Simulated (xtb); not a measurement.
**Run report: C₃H₄F₂, geometry relaxation (part 1 of 4)**

The run: geometry relaxation of C₃H₄F₂, SMILES FC=CCF. Method and program: GFN1-xTB (xtb 6.7.1).

The geometry comes from this level: PBE0-D4/def2-TZVP.

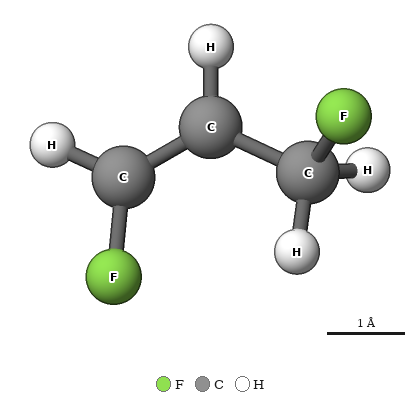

Figure 1. The starting structure (ball-and-stick view, seen at a tilt).

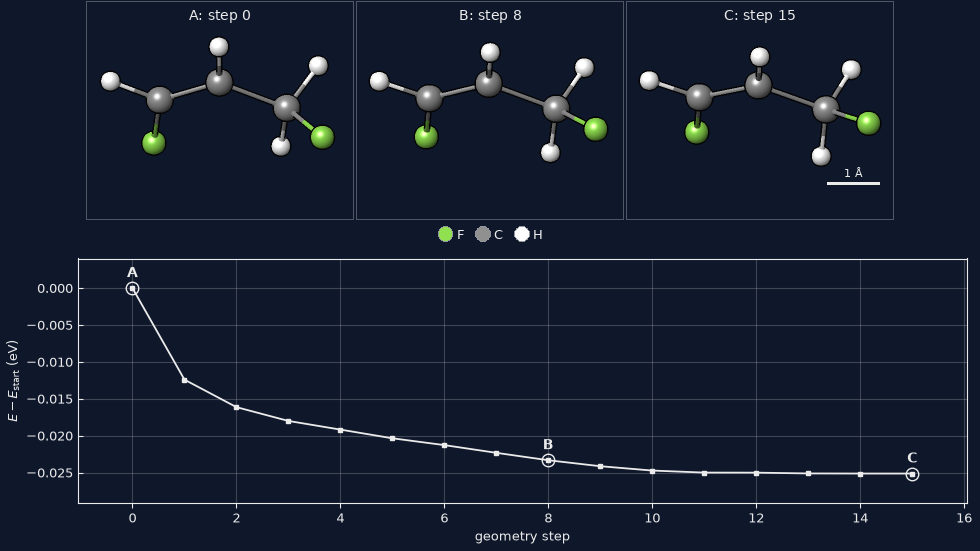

Figure 2. Frames of the relaxation (ball-and-stick view, seen at a tilt) above the curves, on which the letters mark them (steps are counted from 0).

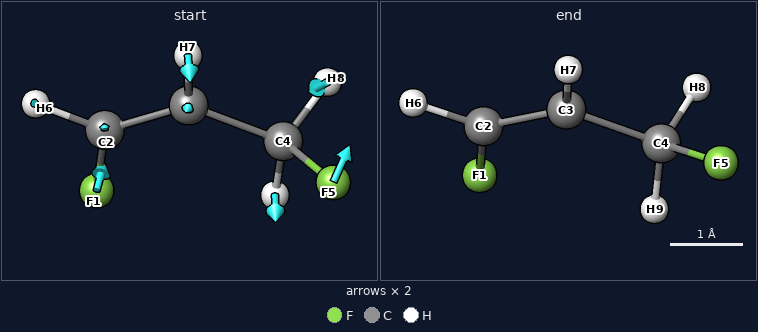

Figure 3. Before (left) and after (right) the relaxation, at one scale (ball-and-stick view, seen at a tilt). The teal arrows give the displacements, magnified 2 times. Over 15 geometry steps the energy falls by 0.025 eV. F5 moves most after the best rigid fit: 0.30 Å. Largest moves by element: F 0.30 Å, H 0.28 Å, C 0.08 Å. Among the contacts that change: C4–F5 1.387 → 1.368 Å, C3–C4 1.485 → 1.499 Å. Among the angles that change: C2–C3–H7 117.2° → 120.1°. (Atoms are counted from 1 in the order of the input.)

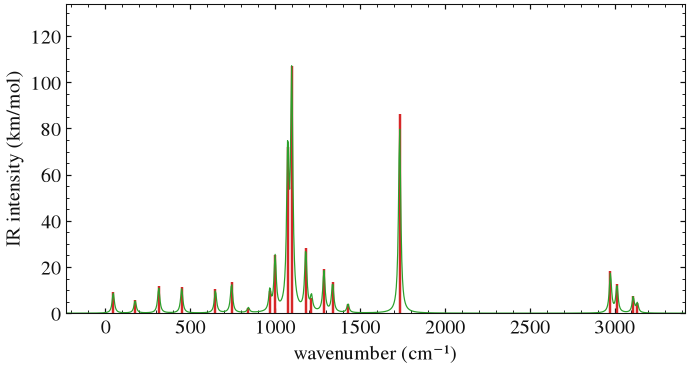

Figure 4. Harmonic infrared spectrum, unscaled: sticks (degenerate modes added up, dark ones marked on the axis) with a Lorentzian envelope of 16 cm⁻¹ full width, scaled to the tallest stick. 21 modes from 47 to 3135 cm⁻¹, none imaginary. The strongest line is at 1098 cm⁻¹ (107 km/mol).

These pictures come from the run below.

The input (mol.xyz):
```
9
start
F     -1.77130     0.69620    -0.76420
C     -0.75680    -0.08380    -1.14880
C      0.26990    -0.35540    -0.36430
C      0.43950     0.15520     1.01940
F      1.65660     0.81140     1.13370
H     -0.88890    -0.45870    -2.15690
H      1.04240    -1.00130    -0.76560
H      0.44980    -0.66670     1.74270
H     -0.35260     0.85680     1.28690
```

Command:
```bash
xtb mol.xyz --chrg 0 --gfn1 --ohess vtight > run.log 2> xtb.err
```

The program's output:
```
* xtb version 6.7.1
   ID    Z sym.   atoms
    1    9 F      1, 5
    2    6 C      2-4
    3    1 H      6-9

           -------------------------------------------------
          |                Calculation Setup                |
           -------------------------------------------------

          program call               : xtb mol.xyz --chrg 0 --gfn1 --ohess vtight
          coordinate file            : mol.xyz
          omp threads                :                     1

########################################################################
[WARNING] Please study the warnings concerning your input carefully
-1- prog_main_parseArguments: The use of '--gfn1' is discouraged, please use '--gfn 1' next time
########################################################################

           -------------------------------------------------
          |                 G F N 1 - x T B                 |
           -------------------------------------------------

      * Hamiltonian:
        H0-scaling (s, p, d)           1.850000    2.250000    2.000000
        zeta-weighting                 0.000000
      * Dispersion:
        s8                             2.400000
        a1                             0.630000
        a2                             5.000000
        s9                             0.000000
      * Repulsion:
        kExp                           1.500000
        rExp                           1.000000
      * Coulomb:
        alpha                          2.000000
        third order                    atomic
        anisotropic                    false
      * Halogen bond correction:
        rad-scale                      1.300000
        damping                        0.440000

          ...................................................
          :                      SETUP                      :
          :.................................................:
          :  # basis functions                  28          :
          :  # atomic orbitals                  28          :
          :  # shells                           18          :
          :  # electrons                        30          :
          :  # halogen bonds                     0          :
          :  max. iterations                   250          :
          :  Hamiltonian                  GFN1-xTB          :
          :  restarted?                      false          :
          :  GBSA solvation                  false          :
          :  PC potential                    false          :
          :  electronic temp.          300.0000000     K    :
          :  accuracy                    1.0000000          :
          :  -> integral cutoff          0.2500000E+02      :
          :  -> integral neglect         0.1000000E-07      :
          :  -> SCF convergence          0.1000000E-05 Eh   :
          :  -> wf. convergence          0.2000000E-04 e    :
          :  Broyden damping             0.4000000          :
          :  net charge                          0          :
          :  unpaired electrons                  0          :
          ...................................................

 iter      E             dE          RMSdq      gap      omega  full diag
   1    -18.8602591 -0.188603E+02  0.780E+00    5.42       0.0  T
   2    -18.8955439 -0.352848E-01  0.461E+00    5.22       1.0  T
   3    -18.8950598  0.484061E-03  0.120E+00    5.23       1.0  T
   4    -18.8969571 -0.189733E-02  0.199E-01    5.20       1.0  T
   5    -18.8972184 -0.261211E-03  0.387E-02    5.21       1.0  T
   6    -18.8972256 -0.726411E-05  0.930E-03    5.21       3.6  T
   7    -18.8972260 -0.374697E-06  0.412E-03    5.21       8.1  T
   8    -18.8972261 -0.996744E-07  0.179E-04    5.21     186.6  T
   9    -18.8972261 -0.134481E-09  0.713E-05    5.21     467.2  T

   *** convergence criteria satisfied after 9 iterations ***

         #    Occupation            Energy/Eh            Energy/eV
      -------------------------------------------------------------
         1        2.0000           -0.8746668             -23.8009
       ...           ...                  ...                  ...
         9        2.0000           -0.5812409             -15.8164
        10        2.0000           -0.5717976             -15.5594
        11        2.0000           -0.5460148             -14.8578
        12        2.0000           -0.5256717             -14.3043
        13        2.0000           -0.4961206             -13.5001
        14        2.0000           -0.4923350             -13.3971
        15        2.0000           -0.4594346             -12.5019 (HOMO)
        16                         -0.2679810              -7.2921 (LUMO)
        17                         -0.1350741              -3.6756
        18                         -0.1241020              -3.3770
        19                         -0.1078378              -2.9344
        20                         -0.0815237              -2.2184
       ...                                ...                  ...
        28                          0.5827402              15.8572
      -------------------------------------------------------------
                  HL-Gap            0.1914537 Eh            5.2097 eV
             Fermi-level           -0.3637078 Eh           -9.8970 eV

 SCC (total)                   0 d,  0 h,  0 min,  0.013 sec
 SCC setup                      ...        0 min,  0.000 sec (  0.991%)
 Dispersion                     ...        0 min,  0.000 sec (  0.478%)
 classical contributions        ...        0 min,  0.000 sec (  0.265%)
 integral evaluation            ...        0 min,  0.003 sec ( 23.839%)
 iterations                     ...        0 min,  0.003 sec ( 25.639%)
 molecular gradient             ...        0 min,  0.006 sec ( 47.223%)
 printout                       ...        0 min,  0.000 sec (  1.338%)

         :::::::::::::::::::::::::::::::::::::::::::::::::::::
         ::                     SUMMARY                     ::
         :::::::::::::::::::::::::::::::::::::::::::::::::::::
         :: total energy             -18.750136570980 Eh    ::
         :: gradient norm              0.017639093362 Eh/a0 ::
         :: HOMO-LUMO gap              5.209719010171 eV    ::
         ::.................................................::
         :: SCC energy               -18.897226094016 Eh    ::
         :: -> electrostatic           0.038027806599 Eh    ::
         :: repulsion energy           0.149242735729 Eh    ::
         :: dispersion energy         -0.002153212693 Eh    ::
         :: halogen bond corr.         0.000000000000 Eh    ::
         :: add. restraining           0.000000000000 Eh    ::
         :: total charge              -0.000000000000 e     ::
         :::::::::::::::::::::::::::::::::::::::::::::::::::::

      -----------------------------------------------------------
     |                   =====================                   |
     |                        A N C O P T                        |
     |                   =====================                   |
     |               Approximate Normal Coordinate               |
     |                Rational Function Optimizer                |
      -----------------------------------------------------------
      -----------------------------------------------------------
     |                   =====================                   |
     |                        A N C O P T                        |
     |                   =====================                   |
     |               Approximate Normal Coordinate               |
     |                Rational Function Optimizer                |
      -----------------------------------------------------------

          ...................................................
          :                      SETUP                      :
          :.................................................:
          :   optimization level         verytight          :
          :   max. optcycles                   200          :
          :   ANC micro-cycles                  20          :
          :   degrees of freedom                21          :
          :.................................................:
          :   RF solver                   davidson          :
          :   write xtbopt.log                true          :
          :   linear?                        false          :
          :   energy convergence         0.1000000E-06 Eh   :
          :   grad. convergence          0.2000000E-03 Eh/α :
          :   maxmium RF displ.          1.0000000          :
          :   Hlow (freq-cutoff)         0.1000000E-01      :
          :   Hmax (freq-cutoff)         5.0000000          :
          :   S6 in model hess.         20.0000000          :
          ...................................................

generating ANC from exact Hessian ...
Using Lindh-Hessian (1995)
 Shifting diagonal of input Hessian by    0.0000000000000000
 Lowest  eigenvalues of input Hessian
    0.000000    0.000000    0.000000    0.000000    0.000000    0.000000
    0.010025    0.015547    0.025276    0.039398    0.070131    0.073302
    0.090568    0.111300    0.135707    0.147594    0.202293    0.227183
 Highest eigenvalues
    0.945075    1.124034    1.287770    1.416505    1.728149    2.067307

........................................................................
.............................. CYCLE    1 ..............................
........................................................................

 iter      E             dE          RMSdq      gap      omega  full diag
   1    -18.8972261 -0.188972E+02  0.167E-05    5.21       0.0  T
   2    -18.8972261 -0.158096E-11  0.617E-06    5.21    5401.2  T
   3    -18.8972261 -0.120792E-12  0.204E-06    5.21   16378.5  T
     SCC iter.                  ...        0 min,  0.001 sec
     gradient                   ...        0 min,  0.006 sec
 * total energy  :   -18.7501366 Eh     change       -0.1972467E-10 Eh
   gradient norm :     0.0176389 Eh/α   predicted     0.0000000E+00 (-100.00%)
   displ. norm   :     0.0889160 α      lambda       -0.7003826E-03
   maximum displ.:     0.0584309 α      in ANC's #1, #9, #8, ...

........................................................................
.............................. CYCLE    2 ..............................
........................................................................

 iter      E             dE          RMSdq      gap      omega  full diag
   1    -18.8966863 -0.188967E+02  0.238E-02    5.22       0.0  T
   2    -18.8966869 -0.651458E-06  0.136E-02    5.22       2.5  T
   3    -18.8966869 -0.349034E-07  0.340E-03    5.22       9.8  T
   4    -18.8966869 -0.593331E-08  0.528E-04    5.22      63.1  T
   5    -18.8966869 -0.159839E-08  0.106E-04    5.22     314.8  T
   6    -18.8966869 -0.828777E-10  0.173E-05    5.22    1923.4  T
     SCC iter.                  ...        0 min,  0.002 sec
     gradient                   ...        0 min,  0.006 sec
 * total energy  :   -18.7505921 Eh     change       -0.4555703E-03 Eh
   gradient norm :     0.0080723 Eh/α   predicted    -0.3529599E-03 ( -22.52%)
   displ. norm   :     0.0972475 α      lambda       -0.2723627E-03
   maximum displ.:     0.0656315 α      in ANC's #1, #4, #8, ...

........................................................................
.............................. CYCLE    3 ..............................
........................................................................

 iter      E             dE          RMSdq      gap      omega  full diag
   1    -18.8964460 -0.188964E+02  0.145E-02    5.22       0.0  T
   2    -18.8964470 -0.101178E-05  0.779E-03    5.22       4.3  T
   3    -18.8964471 -0.699507E-07  0.354E-03    5.22       9.4  T
   4    -18.8964471 -0.338316E-08  0.105E-03    5.22      31.9  T
   5    -18.8964471 -0.362134E-08  0.134E-04    5.22     248.7  T
   6    -18.8964471 -0.776659E-10  0.149E-05    5.22    2237.7  T
     SCC iter.                  ...        0 min,  0.002 sec
     gradient                   ...        0 min,  0.006 sec
 * total energy  :   -18.7507290 Eh     change       -0.1369052E-03 Eh
   gradient norm :     0.0032159 Eh/α   predicted    -0.1374698E-03 (   0.41%)
   displ. norm   :     0.0873234 α      lambda       -0.1100910E-03
   maximum displ.:     0.0705532 α      in ANC's #1, #2, #3, ...

........................................................................
.............................. CYCLE    4 ..............................
........................................................................

 iter      E             dE          RMSdq      gap      omega  full diag
   1    -18.8966506 -0.188967E+02  0.104E-02    5.23       0.0  T
   2    -18.8966517 -0.111194E-05  0.535E-03    5.23       6.2  T
   3    -18.8966518 -0.147828E-06  0.148E-03    5.23      22.5  T
   4    -18.8966518 -0.553816E-08  0.579E-04    5.23      57.6  T
   5    -18.8966518 -0.303935E-10  0.753E-05    5.23     442.9  T
   6    -18.8966518 -0.139408E-10  0.158E-05    5.23    2110.8  T
     SCC iter.                  ...        0 min,  0.002 sec
     gradient                   ...        0 min,  0.006 sec
 * total energy  :   -18.7507977 Eh     change       -0.6866400E-04 Eh
   gradient norm :     0.0026260 Eh/α   predicted    -0.5546552E-04 ( -19.22%)
   displ. norm   :     0.0732993 α      lambda       -0.5534350E-04
   maximum displ.:     0.0587061 α      in ANC's #1, #2, #3, ...

........................................................................
.............................. CYCLE    5 ..............................
........................................................................
```
